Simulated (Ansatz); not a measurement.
**BGeCl (triplet): correlated methods under varied settings**

What do other methods and options give for BGeCl (triplet) at this geometry, and how long do they take?

Computed with Ansatz 0.2.0, Gaussian basis. Level: the settings change from run to run.

20 further runs of the same task are left out: 9 that didn't finish, 11 set aside as unsound or not needed. Runs told in other sessions of the task aren't counted.

## 1. The system

The geometry is a PBE0/def2-TZVP stationary point (not a proven minimum) of the parent state, kept for this charge and spin. No spin-orbit coupling is included. The filled d shell of Ge may be among the frozen orbitals whatever the setting's name suggests.

3 atoms, charge 0, spin multiplicity 3.

Atoms are counted from 1 here; the program's logs count them from 0.

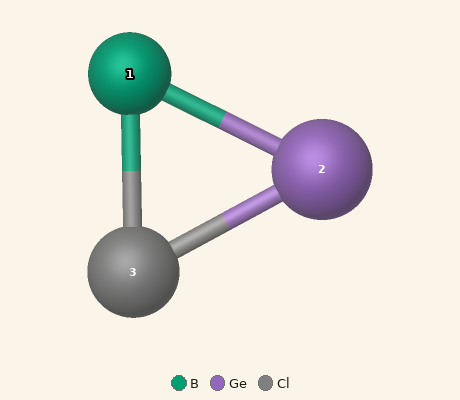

The structure; boron teal, germanium purple, chlorine grey; atoms are numbered from 1 in the order of the file.

## 2. CCSDT on UHF/STO-3G

File in.yaml:

```yaml
crystal:
  periodic: [false, false, false]
  atoms:
    - {symbol: B, position_ang: [0.000000, -1.623594, -0.677472]}
    - {symbol: Ge, position_ang: [0.000000, 0.087356, 0.804839]}
    - {symbol: Cl, position_ang: [0.000000, 0.316111, -1.442456]}
basis:
  gaussian: {orbitals: STO-3G}
magnetization: {spin_polarized: true, initial_magnetization: 2}
correlation: {method: ccsdt, electrons: outside_noble_gas}
```

Command:

```sh
ansatz run in.yaml --threads 1 --pin off --events-out ev --progress --plain --max-ram 2393MiB
```

Standard output, shortened:

```text
Functional definition: HF
  name "HF"
  cite "Fock, Z. Phys. 61, 126 (1930) doi:10.1007/BF01340294"
  parent pbe
[...]
476 factors; integrals over basis functions are off by at most 3.7e-8 eV
[...]
mean field -68859.56302512 eV, -2530.5422664848 hartree, gradient 3.0e-6 eV, S^2 2.062938; 8 other end points of the search recorded, 0 dependent functions left out
determinant -68859.56302512 eV, -2530.5422664848 hartree, with singles and doubles -68861.79725512 eV, -2530.6243729231 hartree
determinant -68858.92078066 eV, -2530.5186644365 hartree, with singles and doubles -68861.64504384 eV, -2530.6187792615 hartree
determinant -68858.87734288 eV, -2530.5170681274 hartree, with singles and doubles -68861.73738530 eV, -2530.6221727476 hartree
determinant -68857.99918455 eV, -2530.4847964040 hartree, with singles and doubles -68859.35994728 eV, -2530.5348035122 hartree
determinant -68857.73710792 eV, -2530.4751652656 hartree, with singles and doubles -68859.21194094 eV, -2530.5293643792 hartree
determinant -68856.97053162 eV, -2530.4469941061 hartree, with singles and doubles -68859.26473637 eV, -2530.5313045754 hartree
determinant -68856.22576714 eV, -2530.4196245161 hartree, with singles and doubles -68858.35269878 eV, -2530.4977878124 hartree
determinant -68859.56302512 eV, -2530.5422664848 hartree, with singles and doubles -68861.80522366 eV, -2530.6246657615 hartree
determinant -68858.92078066 eV, -2530.5186644365 hartree, with singles and doubles -68861.72030704 eV, -2530.6215451333 hartree
determinant -68858.87734288 eV, -2530.5170681274 hartree, with singles and doubles -68861.76288947 eV, -2530.6231100088 hartree
20 core orbitals not correlated, not the lowest: weight in the atoms' cores, before any rotation towards them, 0.598 or more for the frozen orbitals, at most 0.547 for the correlated occupied ones
reference -68859.56302512 eV, -2530.5422664848 hartree; 8, 6 occupied and 4, 6 virtual orbitals, 476 factors
second order -1.35016299 eV of doubles, -0.00000000 eV of singles
cycle   1  -1.71434568 eV  change   -3.6e-1 eV  update   9.8e-2
[...]
cycle  23  -2.39689004 eV  change    6.6e-7 eV  update   4.3e-7
Total energy: -68861.95991515 eV, -2530.6303505690 hartree
```

Wall time 4.5 s (1 thread of Arm Neoverse V1, shared host).

From the report: ⟨S²⟩ of the determinant 2.063 (pure triplet: 2.00); correlation -2.3969 eV; T1 0.057; largest double amplitude 0.16.

## 3. BCCD on UHF/cc-pVDZ

in.yaml: that of step 2 with these lines changed.

```diff
@@ -7,4 +7,5 @@
 basis:
-  gaussian: {orbitals: STO-3G}
+  gaussian: {orbitals: cc-pVDZ, point_charges: [{charge: 1.00, position_ang: [4.504, 0.312, -0.719]}]}
 magnetization: {spin_polarized: true, initial_magnetization: 2}
-correlation: {method: ccsdt, electrons: outside_noble_gas}
+correlation: {method: bccd, electrons: outside_noble_gas}
+scf: {omitted_lower_state_checks: [cluster_reference]}
```

Launched as before.

Standard output, shortened:

```text
Functional definition: HF
  name "HF"
  cite "Fock, Z. Phys. 61, 126 (1930) doi:10.1007/BF01340294"
  parent pbe
[...]
656 factors; integrals over basis functions are off by at most 1.0e-3 eV
[...]
mean field -69645.45512363 eV, -2559.4232684083 hartree, gradient 2.4e-6 eV, S^2 2.064965; 2 other end points of the search recorded, 0 dependent functions left out
20 core orbitals not correlated: weight in the atoms' cores, before any rotation towards them, 0.999 or more for the frozen orbitals, at most 0.001 for the correlated occupied ones
reference -69645.45512363 eV, -2559.4232684083 hartree; 8, 6 occupied and 31, 33 virtual orbitals, 656 factors
second order -6.87543831 eV of doubles, -0.00000000 eV of singles
cycle   1  -7.52656638 eV  change   -6.5e-1 eV  update   1.0e-1
[...]
cycle  16  -7.93902342 eV  change    7.5e-6 eV  update   1.0e-5
Total energy: -69653.39414705 eV, -2559.7150221376 hartree
Checks for a lower state left out: cluster_reference
```

Run time: 4 s. Hardware: 1 thread of Arm Neoverse V1, shared host.

From the report: ⟨S²⟩ of the determinant 2.065 (pure triplet: 2.00); correlation -7.9390 eV; largest double amplitude 0.07.

## 4. BCCD/cc-pVDZ

File in.yaml:

```yaml
crystal:
  periodic: [false, false, false]
  atoms:
    - {symbol: B, position_ang: [0.000000, -1.623594, -0.677472]}
    - {symbol: Ge, position_ang: [0.000000, 0.087356, 0.804839]}
    - {symbol: Cl, position_ang: [0.000000, 0.316111, -1.442456]}
basis:
  gaussian: {orbitals: cc-pVDZ}
magnetization: {spin_polarized: false, initial_magnetization: 2}
hamiltonian: {xc: {name: PBE0}}
correlation: {method: bccd, electrons: outside_noble_gas}
scf: {lower_state_search: off}
```

Same command.

Standard output, shortened:

```text
Functional definition: PBE0
  name "PBE0"
  cite "Adamo & Barone, J. Chem. Phys. 110, 6158 (1999) doi:10.1063/1.478522"
  cite "Perdew, Burke & Ernzerhof, Phys. Rev. Lett. 77, 3865 (1996) doi:10.1103/PhysRevLett.77.3865"
  parent pbe
[...]
656 factors; integrals over basis functions are off by at most 1.0e-3 eV
[...]
mean field -69700.88167307 eV, -2561.4601565310 hartree, gradient 8.0e-7 eV, S^2 2.000000; 0 other end points of the search recorded, 0 dependent functions left out
20 core orbitals not correlated: weight in the atoms' cores, before any rotation towards them, 0.999 or more for the frozen orbitals, at most 0.001 for the correlated occupied ones
reference -69644.54746066 eV, -2559.3899124093 hartree; 8, 6 occupied and 31, 33 virtual orbitals, 656 factors
second order -7.66983169 eV of doubles, -0.34760392 eV of singles
cycle   1  -8.23673048 eV  change   -2.3e-1 eV  update   1.0e-1
[...]
cycle  16  -8.58905020 eV  change    3.4e-6 eV  update   5.6e-6
Total energy: -69653.13651085 eV, -2559.7055541822 hartree
Checks for a lower state left out: stability, starts, cluster_reference, orbital_swaps, neighbouring_geometries, increment
```

It took 3.8 s on 1 thread of Arm Neoverse V1, shared host.

From the report: correlation -8.5891 eV; largest double amplitude 0.08.

## 5. MP2 on ROHF/cc-pVDZ

in.yaml: that of step 4 with these lines changed.

```diff
@@ -9,4 +9,3 @@
 magnetization: {spin_polarized: false, initial_magnetization: 2}
-hamiltonian: {xc: {name: PBE0}}
-correlation: {method: bccd, electrons: outside_noble_gas}
-scf: {lower_state_search: off}
+correlation: {method: mp2, electrons: outside_noble_gas}
+scf: {lower_state_search: full}
```

Same command.

Standard output, shortened:

```text
Functional definition: HF
  name "HF"
  cite "Fock, Z. Phys. 61, 126 (1930) doi:10.1007/BF01340294"
  parent pbe
[...]
656 factors; integrals over basis functions are off by at most 1.0e-3 eV
[...]
mean field -69645.12420352 eV, -2559.4111073185 hartree, gradient 3.2e-6 eV, S^2 2.000000; 13 other end points of the search recorded, 0 dependent functions left out
[...]
20 core orbitals not correlated: weight in the atoms' cores, before any rotation towards them, 0.999 or more for the frozen orbitals, at most 0.001 for the correlated occupied ones
reference -69645.12420352 eV, -2559.4111073185 hartree; 8, 6 occupied and 31, 33 virtual orbitals, 656 factors
second order -7.07227730 eV of doubles, -0.11002050 eV of singles
Total energy: -69652.30650131 eV, -2559.6750518941 hartree
```

It took 8 s on 1 thread of Arm Neoverse V1, shared host.

## 6. CCSD on ROHF/def2-mTZVP

in.yaml: that of step 5 with these lines changed.

```diff
@@ -7,5 +7,4 @@
 basis:
-  gaussian: {orbitals: cc-pVDZ}
+  gaussian: {orbitals: def2-mTZVP}
 magnetization: {spin_polarized: false, initial_magnetization: 2}
-correlation: {method: mp2, electrons: outside_noble_gas}
-scf: {lower_state_search: full}
+correlation: {method: ccsd, electrons: outside_noble_gas, diis_vectors: 1}
```

The command is unchanged.

Standard output, shortened:

```text
Functional definition: HF
  name "HF"
  cite "Fock, Z. Phys. 61, 126 (1930) doi:10.1007/BF01340294"
  parent pbe
[...]
696 factors; integrals over basis functions are off by at most 7.3e-4 eV
[...]
mean field -69646.02280423 eV, -2559.4441302856 hartree, gradient 3.0e-6 eV, S^2 2.000000; 8 other end points of the search recorded, 0 dependent functions left out
determinant -69646.02280423 eV, -2559.4441302856 hartree, with singles and doubles -69654.35798601 eV, -2559.7504425665 hartree
determinant -69643.90530523 eV, -2559.3663136327 hartree, with singles and doubles -69652.14659211 eV, -2559.6691753393 hartree
determinant -69643.54263309 eV, -2559.3529856774 hartree, with singles and doubles -69651.83282392 eV, -2559.6576445713 hartree
determinant -69642.92008044 eV, -2559.3301072896 hartree, with singles and doubles -69651.75521540 eV, -2559.6547925106 hartree
determinant -69642.74089378 eV, -2559.3235223012 hartree, with singles and doubles -69651.77104163 eV, -2559.6553741139 hartree
20 core orbitals not correlated: weight in the atoms' cores, before any rotation towards them, 0.999 or more for the frozen orbitals, at most 0.001 for the correlated occupied ones
reference -69646.02280423 eV, -2559.4441302856 hartree; 8, 6 occupied and 49, 51 virtual orbitals, 696 factors
second order -7.25159575 eV of doubles, -0.10790905 eV of singles
cycle   1  -8.30264374 eV  change   -2.2e-1 eV  update   2.0e-2
[...]
cycle  21  -8.32430480 eV  change    5.3e-6 eV  update   1.2e-5
Total energy: -69654.34710903 eV, -2559.7500428446 hartree
```

It took 17 s on 1 thread of Arm Neoverse V1, shared host.

From the report: correlation -8.3243 eV; T1 0.045; largest double amplitude 0.08.

## 7. CISDT/STO-3G

in.yaml: that of step 6 with these lines changed.

```diff
@@ -7,4 +7,6 @@
 basis:
-  gaussian: {orbitals: def2-mTZVP}
+  gaussian: {orbitals: STO-3G}
 magnetization: {spin_polarized: false, initial_magnetization: 2}
-correlation: {method: ccsd, electrons: outside_noble_gas, diis_vectors: 1}
+hamiltonian: {pseudopotentials: {relativity: scalar}}
+correlation: {active_space: {ras: {orbitals: [6, 2, 4], electrons: 14, max_holes: 3, max_particles: 3}, fixed_orbitals: true}}
+output: {forces: true}
```

Same command.

Standard output, shortened:

```text
Functional definition: HF
  name "HF"
  cite "Fock, Z. Phys. 61, 126 (1930) doi:10.1007/BF01340294"
  parent pbe
[...]
338 factors; integrals over basis functions are off by at most 2.9e-5 eV
[...]
mean field -69346.28747803 eV, -2548.4290602155 hartree, gradient 2.4e-6 eV, S^2 2.000000; 3 other end points of the search recorded, 0 dependent functions left out
reference -69346.28747803 eV, -2548.4290602155 hartree; 28, 26 occupied and 4, 6 virtual orbitals, 338 factors
state -69348.15137297 eV, -2548.4975570915 hartree
[...]
Total energy: -69348.15137297 eV, -2548.4975570915 hartree
Relativity: scalar
Atom 0 at     0.000000    -1.623594    -0.677472 Å, force    -0.000000     1.583348     1.962060 eV/Å
Atom 1 at     0.000000     0.087356     0.804839 Å, force     0.000000    -2.256443     0.235460 eV/Å
Atom 2 at     0.000000     0.316111    -1.442456 Å, force     0.000000     0.673095    -2.197520 eV/Å
Dipole moment:     0.000000    -0.144910     0.180016 e Å
```

It took 1.8 s on 1 thread of Arm Neoverse V1, shared host.

From the report: 22,044 determinants.

## 8. HF (UHF)/cc-pVDZ

File in.yaml:

```yaml
crystal:
  periodic: [false, false, false]
  atoms:
    - {symbol: B, position_ang: [0.000000, -1.623594, -0.677472]}
    - {symbol: Ge, position_ang: [0.000000, 0.087356, 0.804839]}
    - {symbol: Cl, position_ang: [0.000000, 0.316111, -1.442456]}
basis:
  gaussian: {orbitals: cc-pVDZ}
magnetization: {spin_polarized: true, initial_magnetization: 2}
hamiltonian: {xc: hf}
accuracy: high
output: {orbitals: {seedname: orbitals}}
```

Launched as before.

Standard output:

```text
Functional definition: HF
  name "HF"
  cite "Fock, Z. Phys. 61, 126 (1930) doi:10.1007/BF01340294"
  parent pbe
  exchange = exact_x
  correlation = 0
1271 factors; integrals over basis functions are off by at most 4.4e-9 eV
mean field evaluation 1: about -69644.3240 eV, gradient 7.4e0 eV
mean field evaluation 2: about -69644.3588 eV, gradient 7.4e0 eV
mean field evaluation 4: about -69645.1637 eV, gradient 2.0e0 eV
mean field evaluation 8: about -69645.3657 eV, gradient 2.8e-1 eV
mean field evaluation 16: about -69645.3709 eV, gradient 2.1e-8 eV
mean field evaluation 32: about -69644.8683 eV, gradient 2.2e0 eV
mean field -69645.37089380 eV, -2559.4201730192 hartree, gradient 4.0e-8 eV, S^2 2.065625; 0 other end points of the search recorded, 0 dependent functions left out
reference -69645.37089380 eV, -2559.4201730192 hartree; 28, 26 occupied and 31, 33 virtual orbitals, 1271 factors
Total energy: -69645.37089380 eV, -2559.4201730192 hartree
```

It took 3.6 s on 1 thread of Arm Neoverse V1, shared host.

From the report: ⟨S²⟩ of the determinant 2.066 (pure triplet: 2.00).

## 9. CCSD/cc-pVDZ

in.yaml: that of step 8 with these lines changed.

```diff
@@ -8,5 +8,4 @@
   gaussian: {orbitals: cc-pVDZ}
-magnetization: {spin_polarized: true, initial_magnetization: 2}
-hamiltonian: {xc: hf}
-accuracy: high
-output: {orbitals: {seedname: orbitals}}
+magnetization: {spin_polarized: false, initial_magnetization: 2}
+hamiltonian: {xc: {name: r2SCAN}}
+correlation: {method: ccsd, electrons: outside_noble_gas}
```

The command is unchanged.

Standard output, shortened:

```text
Functional definition: r2SCAN
  name "r2SCAN"
  cite "Furness, Kaplan, Ning, Perdew & Sun, J. Phys. Chem. Lett. 11, 8208 (2020) doi:10.1021/acs.jpclett.0c02405"
  cite "Furness, Kaplan, Ning, Perdew & Sun, J. Phys. Chem. Lett. 11, 9248 (2020) doi:10.1021/acs.jpclett.0c03077"
  parent r2scan
[...]
656 factors; integrals over basis functions are off by at most 1.0e-3 eV
[...]
mean field -69711.54695858 eV, -2561.8520985442 hartree, gradient 9.9e-6 eV, S^2 2.000000; 3 other end points of the search recorded, 0 dependent functions left out
[...]
20 core orbitals not correlated: weight in the atoms' cores, before any rotation towards them, 0.999 or more for the frozen orbitals, at most 0.001 for the correlated occupied ones
reference -69644.34961922 eV, -2559.3826418708 hartree; 8, 6 occupied and 31, 33 virtual orbitals, 656 factors
second order -7.76296973 eV of doubles, -0.42047560 eV of singles
cycle   1  -8.30075343 eV  change   -1.3e-1 eV  update   1.0e-1
[...]
cycle  15  -8.68454516 eV  change    3.1e-6 eV  update   3.7e-6
Total energy: -69653.03416438 eV, -2559.7017930188 hartree
```

It took 15 s on 1 thread of Arm Neoverse V1, shared host.

From the report: correlation -8.6845 eV; T1 0.027; largest double amplitude 0.08. The orbitals are Kohn-Sham ones, so correlation energy and T1 don't compare with those on Hartree-Fock orbitals.

## 10. CCSD on UHF/cc-pVDZ

File in.yaml:

```yaml
crystal:
  periodic: [false, false, false]
  atoms:
    - {symbol: B, position_ang: [0.000000, -1.623594, -0.677472]}
    - {symbol: Ge, position_ang: [0.000000, 0.087356, 0.804839]}
    - {symbol: Cl, position_ang: [0.000000, 0.316111, -1.442456]}
basis:
  gaussian: {orbitals: cc-pVDZ}
magnetization: {spin_polarized: true, initial_magnetization: 2}
correlation: {method: ccsd, electrons: valence}
```

Launched as before.

Standard output, shortened:

```text
Functional definition: HF
  name "HF"
  cite "Fock, Z. Phys. 61, 126 (1930) doi:10.1007/BF01340294"
  parent pbe
[...]
656 factors; integrals over basis functions are off by at most 1.0e-3 eV
[...]
mean field -69645.37072106 eV, -2559.4201666710 hartree, gradient 3.4e-6 eV, S^2 2.065624; 2 other end points of the search recorded, 0 dependent functions left out
15 core orbitals not correlated: weight in the atoms' cores, before any rotation towards them, 1.000 or more for the frozen orbitals, at most 0.000 for the correlated occupied ones
reference -69645.37072106 eV, -2559.4201666710 hartree; 13, 11 occupied and 31, 33 virtual orbitals, 656 factors
second order -7.36100955 eV of doubles, -0.00000000 eV of singles
cycle   1  -7.95020851 eV  change   -5.9e-1 eV  update   1.0e-1
[...]
cycle  15  -8.44949915 eV  change    5.1e-6 eV  update   7.5e-6
Total energy: -69653.82022020 eV, -2559.7306800374 hartree
```

Wall time 9 s (1 thread of Arm Neoverse V1, shared host).

From the report: ⟨S²⟩ of the determinant 2.066 (pure triplet: 2.00); correlation -8.4495 eV; T1 0.032; largest double amplitude 0.08.

## 11. The runs in one table

Where basis and cores are those of an earlier UCCSDT(Q)/cc-pVDZ run (-69653.7731 eV), and the records show the same count of frozen orbitals and kind of state, the miss against it is given; a blank cell means that this couldn't be shown.

| level | correlated | functions | energy (eV) | from UCCSDT(Q) (meV) | time |
| --- | --- | --- | --- | --- | --- |
| CCSDT on UHF/STO-3G | outside noble gas | 32 | -68861.9599 |  | 4.5 s |
| BCCD on UHF/cc-pVDZ (beside a point charge) | outside noble gas | 59 | -69653.3941 |  | 4 s |
| BCCD/cc-pVDZ (on PBE0 orbitals) | outside noble gas | 59 | -69653.1365 | 636.6 | 3.8 s |
| MP2 on ROHF/cc-pVDZ | outside noble gas | 59 | -69652.3065 | 1466.6 | 8 s |
| CCSD on ROHF/def2-mTZVP | outside noble gas | 77 | -69654.3471 |  | 17 s |
| CISDT/STO-3G (relativity set) | outside noble gas | 32 | -69348.1514 |  | 1.8 s |
| HF (UHF)/cc-pVDZ |  | 59 | -69645.3709 | 8402.2 | 3.6 s |
| CCSD/cc-pVDZ (on r2SCAN orbitals) | outside noble gas | 59 | -69653.0342 | 739.0 | 15 s |
| CCSD on UHF/cc-pVDZ | valence | 59 | -69653.8202 |  | 9 s |

## 12. Outcome

| quantity | value |
| --- | --- |
| runs | 9 |
| quickest | CISDT/STO-3G (relativity set), 1.8 s |
| slowest | CCSD on ROHF/def2-mTZVP, 17 s |

In words: Total energies in different bases, with other cores or another treatment of relativity can't be set against each other. «valence» and «outside noble gas» are the program's key words; the logs give how many orbitals each freezes, and for Ga to Kr the 3d shell needn't follow the word's plain sense. CCSD on ROHF/def2-mTZVP took 9 times as long as CISDT/STO-3G (relativity set); the jobs differ in more than the method. Among the correlated runs with a miss given, it spans +637 to +1467 meV. Hartree-Fock, CASSCF and CASCI lack dynamic correlation by design. Cores frozen from Kohn-Sham orbitals shift the total energy.
